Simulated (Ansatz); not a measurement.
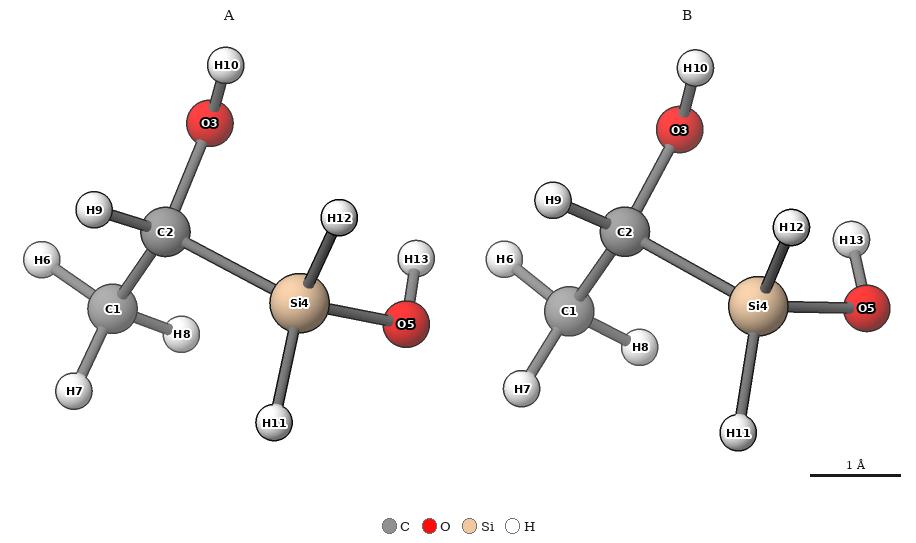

Two geometries of C2H8O2Si, drawn at one scale. One is the start of a relaxation, the other its converged end. Style: ball-and-stick. Shown at a tilt.

Theory: Ansatz, RKS PBE0-D4/def2-TZVP. Set-up: force threshold 0.005 eV/Å; at most 150 steps.

> Which one is relaxed?

Structure A is the relaxed one. The start comes from PBE-D4/def2-SVP. The atom that moves furthest after the best rigid fit is H13 (0.33 Å). Largest moves by element: H 0.33 Å, O 0.18 Å, Si 0.05 Å, C 0.04 Å. Among the contacts that change: Si4–O5 1.686 → 1.647 Å, C2–Si4 1.920 → 1.892 Å, Si4–H12 1.514 → 1.495 Å, Si4–H11 1.502 → 1.485 Å. Among the angles between lasting bonds that change: Si4–O5–H13 106.6° → 114.3°, C2–Si4–O5 103.4° → 108.6°, O3–C2–Si4 103.3° → 105.8°. Over 13 accepted moves (14 points after the start) the energy falls by 0.090 eV. The largest force component goes from 0.95 to 0.0041 eV/Å. The line search rejected the trial step at point 3 of the run.
